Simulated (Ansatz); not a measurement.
Reaction (SMILES): O=C (CH2-O) → [CH-]=O + H+
B3LYP-D3(BJ)/def2-TZVP geometries, fixed; electronic energies without zero-point terms.

Basis-set convergence of the deprotonation energy at MP2 with Ansatz (an electronic-structure program). Cartesian d functions, on some or all atoms, in 6-31G*, 6-31G**, 6-31+G*; all else is spherical. Cores are frozen. No added dispersion term, no relativity. Functions are those of the species that has most. Reference: Hartree-Fock in aug-cc-pVQZ plus the correlation part extrapolated as X^-3 from aug-cc-pVTZ and aug-cc-pVQZ, 403.47 kcal/mol, itself unsure by roughly 0.10 kcal/mol (a third of the extrapolation step and of the last Hartree-Fock step). Deviations are taken from unrounded values.

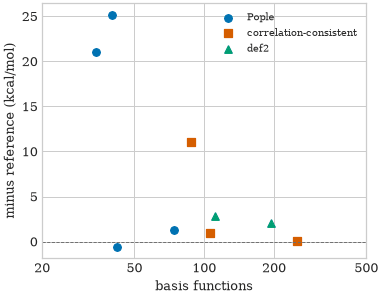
Fig. 1. Deviation from the reference against the number of basis functions, by family of sets.

| basis | functions | deprotonation energy (kcal/mol) | minus reference (kcal/mol) |
|---|---|---|---|
| 6-31G* | 34 | 424.55 | 21.07 |
| 6-31G** | 40 | 428.67 | 25.20 |
| 6-31+G* | 42 | 402.90 | -0.57 |
| 6-311++G(2d,2p) | 74 | 404.72 | 1.25 |
| cc-pVTZ | 88 | 414.49 | 11.01 |
| jun-cc-pV(T+d)Z | 106 | 404.41 | 0.93 |
| def2-TZVPPD | 111 | 406.29 | 2.82 |
| def2-QZVPPD | 195 | 405.52 | 2.05 |
| aug-cc-pVQZ | 252 | 403.57 | 0.10 |
